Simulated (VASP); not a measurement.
Band structure of Ir (fcc). These are PBEsol GGA, VASP's PBE PAW potentials (set 64) (plane waves; VASP 6.6.1) values and carry that method's errors.

Unless said otherwise, spin-orbit coupling is left out, though it shifts the bands of the heavy elements here.

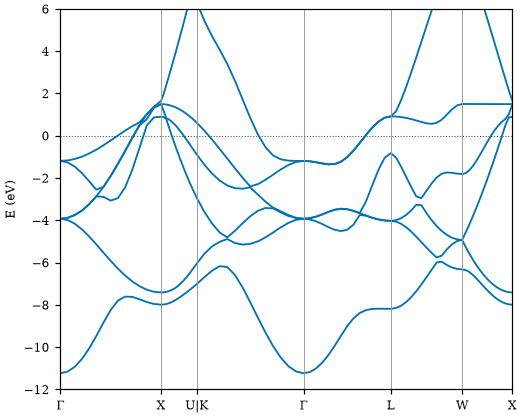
*Bands along high-symmetry lines, zero at the valence-band maximum or, without a gap, the Fermi level*

Q: Read the plot: is there a gap, and where are the band edges?

A: It has no gap at this level: it comes out as a metal or semimetal. (Edges off the drawn lines would not show.)

The compound is Ir in the fcc structure. It was relaxed first.
